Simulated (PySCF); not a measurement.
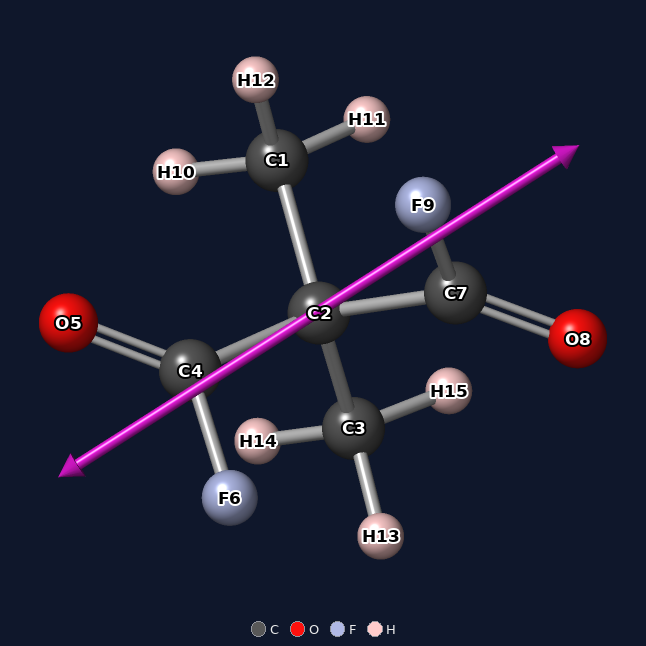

The double arrow shows the direction of the transition dipole to excited singlet state 4 (its length means nothing). The geometry was computed by an optimisation with GFN2-xTB. No frequency run is at hand to confirm it as a minimum. Method: TDDFT ωB97X-D/def2-SVPD, vertical, gas phase, core orbitals frozen in the response (PySCF 2.14.0).

> Where does the transition lie, and how strong is it?

8.28 eV (150 nm), oscillator strength 0.017, of mixed character, with the largest part HOMO−1 → LUMO+1 (weight 0.44); transition dipole 0.73 D.
